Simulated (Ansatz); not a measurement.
Run report: CH5Al2, geometry relaxation (part 2 of 2)

Continued. System: CH5Al2, multiplicity 2. Method: UKS PBE-D4/def2-SVP (Ansatz 0.2.0). 

### Trajectory as extended XYZ, continued
```
8
Properties=species:S:1:pos:R:3:forces:R:3 step=8 energy=-14295.12587
C    -0.8389    1.5009   -0.3451    0.0235  -0.0270   0.0161
Al    0.0741   -0.1771    0.0560   -0.0219   0.0490  -0.0056
Al    1.4461   -2.0669    1.2004    0.0259  -0.0740  -0.0224
H    -0.3767    2.3515   -0.8861   -0.0028   0.0179  -0.0139
H    -1.8965    1.7147   -0.0894   -0.0248   0.0135  -0.0029
H     1.5345   -1.0645    2.4839   -0.0078   0.0275   0.0057
H     2.7572   -2.1696    0.2676    0.0048  -0.0010   0.0127
H     0.4056   -3.2923    1.3030    0.0031  -0.0059   0.0102
8
Properties=species:S:1:pos:R:3:forces:R:3 step=9 energy=-14295.12698
C    -0.8385    1.5212   -0.3209    0.0094   0.0213   0.0318
Al    0.0791   -0.1571    0.0667    0.0064  -0.0740  -0.0352
Al    1.4462   -2.0957    1.1738   -0.0062   0.0679   0.0237
H    -0.3882    2.3606   -0.8906    0.0095  -0.0094   0.0016
H    -1.9023    1.7318   -0.0840    0.0092  -0.0192   0.0085
H     1.4820   -1.0192    2.4122   -0.0082  -0.0028  -0.0120
H     2.7927   -2.2103    0.3011    0.0063   0.0128  -0.0147
H     0.4343   -3.3347    1.3321   -0.0266   0.0035  -0.0037
8
Properties=species:S:1:pos:R:3:forces:R:3 step=10 energy=-14295.13387
C    -0.8206    1.5071   -0.2962    0.0239  -0.0075   0.0224
Al    0.0766   -0.1927    0.0254    0.0048  -0.0442  -0.0226
Al    1.4386   -2.0921    1.1564   -0.0006   0.0039  -0.0039
H    -0.3702    2.3489   -0.8605    0.0144   0.0182  -0.0071
H    -1.8802    1.7179   -0.0472   -0.0253  -0.0003   0.0176
H     1.4196   -0.9514    2.3437   -0.0164   0.0051  -0.0294
H     2.8075   -2.2068    0.3167   -0.0140   0.0038   0.0185
H     0.4341   -3.3342    1.3521    0.0131   0.0210   0.0045
8
Properties=species:S:1:pos:R:3:forces:R:3 step=11 energy=-14295.14180
C    -0.8113    1.4962   -0.2823    0.0549   0.0233   0.1071
Al    0.0787   -0.2125    0.0002    0.0041  -0.0906  -0.0568
Al    1.4309   -2.1030    1.1270   -0.0022   0.0330   0.0122
H    -0.3575    2.3454   -0.8321    0.0115   0.0074  -0.0299
H    -1.8597    1.7200   -0.0006   -0.0304  -0.0175   0.0007
H     1.3352   -0.8722    2.2432   -0.0181  -0.0454  -0.0886
H     2.8385   -2.2212    0.3493   -0.0614   0.0177   0.0527
H     0.4506   -3.3561    1.3858    0.0415   0.0721   0.0027
8
Properties=species:S:1:pos:R:3:forces:R:3 step=12 energy=-14295.16202
C    -0.7839    1.5033   -0.2225    0.1372  -0.1244   0.0219
Al    0.0831   -0.2286   -0.0229    0.0008  -0.0324  -0.0053
Al    1.4206   -2.1132    1.0914    0.0095  -0.0130  -0.0101
H    -0.3522    2.3272   -0.8252    0.0270   0.0353  -0.0018
H    -1.8392    1.7092    0.0364   -0.0898   0.0134   0.0575
H     1.2397   -0.7976    2.1205   -0.0401  -0.0319  -0.1351
H     2.8691   -2.2317    0.3902   -0.1011   0.0378   0.0752
H     0.4681   -3.3719    1.4225    0.0565   0.1152  -0.0022
8
Properties=species:S:1:pos:R:3:forces:R:3 step=13 energy=-14295.19614
C    -0.7675    1.4724   -0.2105    0.1372  -0.0236   0.1290
Al    0.0864   -0.2643   -0.0534    0.0094  -0.0749  -0.0351
Al    1.4128   -2.1210    1.0648   -0.0161  -0.0169  -0.0969
H    -0.3251    2.3148   -0.7805   -0.0095  -0.0138  -0.0161
H    -1.8047    1.6981    0.1045   -0.0448  -0.0102   0.0086
H     1.1380   -0.7165    1.9715   -0.0486  -0.0065  -0.1103
H     2.8908   -2.2198    0.4335   -0.0861   0.0380   0.0935
H     0.4746   -3.3670    1.4605    0.0585   0.1077   0.0272
8
Properties=species:S:1:pos:R:3:forces:R:3 step=14 energy=-14295.23994
C    -0.7307    1.4724   -0.1434    0.1736  -0.1676  -0.0540
Al    0.0871   -0.2859   -0.0934   -0.0044   0.0416   0.0566
Al    1.3951   -2.1294    1.0127    0.0392  -0.1045  -0.0575
H    -0.3164    2.2935   -0.7638    0.0037   0.0057   0.0341
H    -1.7751    1.6799    0.1536   -0.0779   0.0179   0.0782
H     1.0347   -0.6554    1.8161   -0.0554  -0.0029  -0.1345
H     2.9188   -2.2136    0.4937   -0.1404   0.0593   0.0867
H     0.4919   -3.3647    1.5148    0.0616   0.1506  -0.0096
8
Properties=species:S:1:pos:R:3:forces:R:3 step=15 energy=-14295.27171
C    -0.7076    1.4334   -0.1295    0.0824   0.0586  -0.0198
Al    0.0904   -0.3178   -0.1249   -0.0344  -0.0372  -0.1187
Al    1.3827   -2.1437    0.9681    0.0204  -0.0536  -0.0935
H    -0.2901    2.2728   -0.7258   -0.0513  -0.0588   0.0424
H    -1.7288    1.6593    0.2356    0.0042  -0.0030   0.0244
H     0.9405   -0.6099    1.6513    0.0184   0.0069   0.0881
H     2.9321   -2.1670    0.5541   -0.0767   0.0228   0.0643
H     0.4861   -3.3304    1.5615    0.0369   0.0643   0.0126
8
Properties=species:S:1:pos:R:3:forces:R:3 step=16 energy=-14295.26560 accepted=F
C    -0.6939    1.4234   -0.1477   -0.2749   0.1535   0.1566
Al    0.0811   -0.3380   -0.2047    0.0314   0.0043   0.0435
Al    1.3557   -2.1583    0.8765    0.2135  -0.0662   0.2627
H    -0.3225    2.2625   -0.7742   -0.0873  -0.0688   0.0392
H    -1.6494    1.6819    0.3797    0.3795  -0.0970  -0.1972
H     0.8721   -0.6357    1.6008   -0.0575   0.0407  -0.1039
H     2.9581   -2.1220    0.6670   -0.2291  -0.0077  -0.0589
H     0.5042   -3.3171    1.5929    0.0245   0.0411  -0.1420
8
Properties=species:S:1:pos:R:3:forces:R:3 step=17 energy=-14295.28038
C    -0.6906    1.4288   -0.1288   -0.0081   0.0291  -0.0318
Al    0.0935   -0.3287   -0.1615   -0.0098   0.0114  -0.0379
Al    1.3736   -2.1446    0.9439    0.0081  -0.0038   0.0254
H    -0.3132    2.2594   -0.7608   -0.0409  -0.0261   0.0293
H    -1.6853    1.6610    0.3041    0.0600  -0.0027   0.0130
H     0.9065   -0.6150    1.6406   -0.0009  -0.0178  -0.0084
H     2.9338   -2.1412    0.5942   -0.0177   0.0051   0.0173
H     0.4872   -3.3231    1.5585    0.0092   0.0048  -0.0069
8
Properties=species:S:1:pos:R:3:forces:R:3 step=18 energy=-14295.28704
C    -0.6813    1.4272   -0.1424   -0.0309   0.0210   0.0260
Al    0.1044   -0.3301   -0.1883    0.0066   0.0002  -0.0269
Al    1.3696   -2.1426    0.9425    0.0031   0.0002   0.0316
H    -0.3527    2.2479   -0.8122   -0.0607  -0.0171   0.0182
H    -1.6280    1.6703    0.3855    0.0961   0.0040  -0.0308
H     0.8681   -0.6218    1.6346   -0.0015  -0.0139  -0.0197
H     2.9377   -2.1214    0.6318   -0.0154   0.0079   0.0139
H     0.4875   -3.3329    1.5390    0.0027  -0.0023  -0.0124
8
Properties=species:S:1:pos:R:3:forces:R:3 step=19 energy=-14295.29317
C    -0.6578    1.4325   -0.1474   -0.2030   0.1942   0.0194
Al    0.1316   -0.3237   -0.2204    0.0184  -0.0086  -0.0018
Al    1.3610   -2.1436    0.9432    0.0262   0.0106   0.0269
H    -0.4328    2.2248   -0.9018   -0.1450  -0.1678   0.2280
H    -1.5386    1.6815    0.5000    0.3420  -0.0154  -0.2488
H     0.8206   -0.6305    1.6225   -0.0075  -0.0176  -0.0177
H     2.9408   -2.0910    0.6922   -0.0352  -0.0022   0.0128
H     0.4806   -3.3535    1.5022    0.0041   0.0068  -0.0189
8
Properties=species:S:1:pos:R:3:forces:R:3 step=20 energy=-14295.30976
C    -0.6471    1.4234   -0.1662   -0.0567   0.1460   0.0021
Al    0.1929   -0.3110   -0.2572   -0.0124  -0.0211  -0.0242
Al    1.3606   -2.1362    0.9556    0.0153  -0.0032  -0.0084
H    -0.5977    2.1770   -0.9796    0.0006  -0.0675   0.0294
H    -1.3790    1.7240    0.6127    0.0555  -0.0494  -0.0214
H     0.7732   -0.6394    1.6192    0.0043  -0.0063  -0.0012
H     2.9479   -2.0779    0.7798   -0.0049  -0.0003   0.0229
H     0.4545   -3.3633    1.4259   -0.0017   0.0019   0.0008
8
Properties=species:S:1:pos:R:3:forces:R:3 step=21 energy=-14295.27460 accepted=F
C    -0.6221    1.4673   -0.1564    0.0081  -0.4931  -0.1193
Al    0.1370   -0.3190   -0.3225    0.1287   0.1991   0.1393
Al    1.3559   -2.1160    0.9066    0.0641  -0.2420   0.2349
H    -0.6943    2.1685   -1.0047    0.0213   0.1567  -0.0580
H    -1.3011    1.7331    0.6722   -0.0404   0.1181   0.1251
H     0.7767   -0.6257    1.5642   -0.0887   0.0443  -0.0811
H     2.9559   -2.1359    0.9240   -0.0122   0.1139  -0.1641
H     0.4975   -3.3757    1.4069   -0.0808   0.1030  -0.0768
8
Properties=species:S:1:pos:R:3:forces:R:3 step=22 energy=-14295.31213
C    -0.6423    1.4243   -0.1694   -0.0732   0.0919   0.0235
Al    0.1958   -0.3140   -0.2798    0.0179  -0.0086  -0.0032
Al    1.3623   -2.1330    0.9507   -0.0070  -0.0069   0.0109
H    -0.6512    2.1599   -1.0001    0.0006  -0.0491   0.0426
H    -1.3195    1.7334    0.6555    0.0649  -0.0351  -0.0612
H     0.7610   -0.6403    1.6041   -0.0054   0.0039  -0.0066
H     2.9541   -2.0733    0.8268   -0.0050  -0.0019  -0.0017
H     0.4452   -3.3602    1.4026    0.0073   0.0059  -0.0043
8
Properties=species:S:1:pos:R:3:forces:R:3 step=23 energy=-14295.31189 accepted=F
C    -0.6432    1.4232   -0.1701   -0.0464   0.0739   0.0243
Al    0.2046   -0.3103   -0.2872    0.0086  -0.0193  -0.0280
Al    1.3610   -2.1266    0.9625    0.0116  -0.0342  -0.0510
H    -0.6644    2.1571   -1.0012   -0.0019  -0.0324   0.0257
H    -1.3100    1.7306    0.6626    0.0421  -0.0253  -0.0419
H     0.7620   -0.6377    1.5968   -0.0178   0.0445   0.0470
H     2.9496   -2.0822    0.8325    0.0369   0.0136   0.0036
H     0.4459   -3.3575    1.3944   -0.0331  -0.0207   0.0203
8
Properties=species:S:1:pos:R:3:forces:R:3 step=24 energy=-14295.31251
C    -0.6412    1.4250   -0.1693   -0.0252   0.0240   0.0061
Al    0.1998   -0.3125   -0.2834    0.0100  -0.0036  -0.0013
Al    1.3612   -2.1319    0.9530   -0.0036  -0.0044   0.0012
H    -0.6570    2.1579   -0.9999    0.0010  -0.0096   0.0021
H    -1.3134    1.7314    0.6576    0.0201  -0.0128  -0.0060
H     0.7583   -0.6397    1.6025   -0.0040   0.0065  -0.0016
H     2.9524   -2.0734    0.8280    0.0025   0.0000   0.0008
H     0.4453   -3.3601    1.4019   -0.0008  -0.0001  -0.0013
8
Properties=species:S:1:pos:R:3:forces:R:3 step=25 energy=-14295.31290
C    -0.6402    1.4229   -0.1725   -0.0175   0.0203   0.0055
Al    0.2105   -0.3115   -0.2976    0.0046  -0.0031   0.0016
Al    1.3594   -2.1288    0.9555    0.0027  -0.0019  -0.0060
H    -0.6878    2.1488   -1.0084   -0.0041  -0.0127   0.0205
H    -1.2778    1.7334    0.6803    0.0185  -0.0060  -0.0266
H     0.7484   -0.6374    1.5954   -0.0018   0.0034   0.0028
H     2.9518   -2.0708    0.8479    0.0040   0.0011   0.0004
H     0.4410   -3.3599    1.3897   -0.0064  -0.0011   0.0019
```

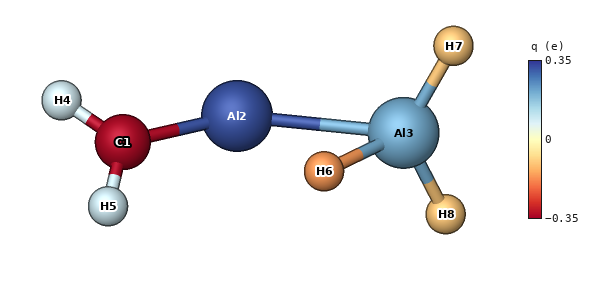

Figure 1. Mulliken charges, as the colour of each atom (ball-and-stick view, seen at a tilt; atoms are numbered from 1 in the order of the input). By element: C −0.33, Al +0.21 to +0.32 and H −0.16 to +0.09 e.

The run was set up as follows.

### Input
```yaml
crystal:
  periodic: [false, false, false]
  atoms:
    - {symbol: C, position_ang: [-0.991419, 1.484794, -0.665849]}
    - {symbol: Al, position_ang: [-0.129929, -0.262263, -0.462048]}
    - {symbol: Al, position_ang: [1.266144, -1.825977, 0.908641]}
    - {symbol: H, position_ang: [-0.241194, 2.280903, -0.607371]}
    - {symbol: H, position_ang: [-1.699924, 1.650759, 0.153000]}
    - {symbol: H, position_ang: [1.574954, -1.609396, 2.381098]}
    - {symbol: H, position_ang: [2.809044, -1.965384, 0.539307]}
    - {symbol: H, position_ang: [0.517679, -2.956786, 1.743628]}
basis:
  gaussian: {orbitals: def2-SVP}
magnetization: {spin_polarized: true, initial_magnetization: 1}
hamiltonian: {xc: pbe, dispersion: d4}
relax: {f_tol: 0.03, max_steps: 250}
```

Run as:
```bash
ansatz run in.yaml --threads 2 --pin off --events-out ev --progress --plain --max-ram 4352MiB
```

### Key numbers

```tsv
quantity	value
outcome	converged
total energy	−14295.3129 eV
mean-field energy	−14295.1783 eV
dispersion energy	−0.1347 eV
⟨S²⟩	0.758
SCF solution under orbital rotations	stable
largest force (length of the vector) at the end	0.033 eV/Å
dipole moment	2.42 D
hardware	2 threads of Arm Neoverse V1, 23 GiB of memory available, shared host
wall time	45 s (CPU time 86 s)
peak memory	0.12 GiB
```
